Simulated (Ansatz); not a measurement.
## Si (diamond structure), cut as [111] wire, round, centred on channel, 0.81 nm across, F-ended

These are PBE (plane waves to 420 eV, PAW; Ansatz, a quantum-chemistry and plane-wave program) values and carry that method's errors.

k-points: Γ-centred 1×1×3 mesh; occupations: Fermi-Dirac, 0.020 eV; spin polarisation not allowed. Scalar-relativistic, no spin-orbit coupling.

 The relaxation kept the symmetry of its start, so a lower minimum of less symmetry isn't excluded. The period along the axis is held at the bulk value.

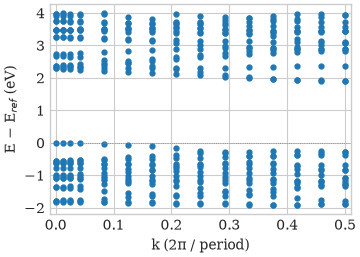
Levels along the axis at 15 k-points, drawn as points, zero at the top of the valence band

Electronic character: not metallic; Kohn-Sham band gap: 1.91 eV. Only levels within the plotted window are shown.
